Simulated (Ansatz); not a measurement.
**Swapping NH2 for Cl on Si: the dipole moment**

Gas-phase molecules. On one Si centre that keeps H, n of the NH2 ligands are replaced by Cl. The dipole moment y in D at wB97M-V/def2-TZVPP. Shapes: PBE0-D4/def2-TZVP. Flexible molecules stand in one conformer, not always the lowest. Programs: Ansatz 0.2.0.

```
   molecule  n  y (D)
  SiH(NH2)3  0   1.12
SiH(NH2)2Cl  1      ?
SiH(NH2)Cl2  2   2.31
     SiHCl3  3   0.76
```

**Question.** Fit y = c + s·n to the known rows and predict SiH(NH2)2Cl.

**Answer.** 
1. Means of the 3 rows: n = 1.66667, y = 1.397.
2. Σ(Δn)² = 4.6667, Σ(Δn·Δy) = -0.083333, so the slope is -0.083333/4.6667 = -0.017857.
3. Intercept: 1.397 − (-0.017857) × 1.66667 = 1.427. The largest residual of the fit is 0.92.
4. SiH(NH2)2Cl: 1.427 + (-0.017857) × 1 = 1.41 D.

The run gave 2.10 D, so the prediction is off by -0.69 D, within the largest residual. The steps per swap are uneven (+0.98, +0.21, -1.55), so a line is a poor model. Dipoles add as vectors. Other levels give for SiH(NH2)2Cl: PBE-D4/def2-TZVPP 2.11; B3LYP-D4/def2-TZVPP 2.10 D. The series isn't monotonic at this level.

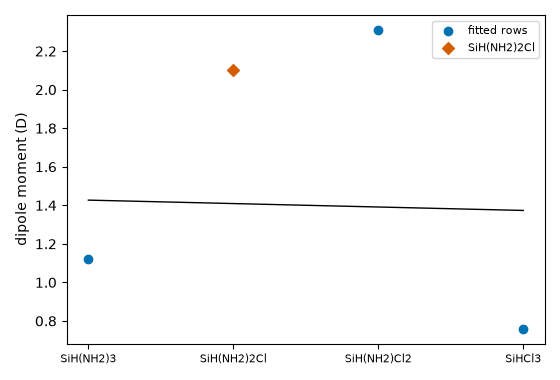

The fitted line, with the withheld member.
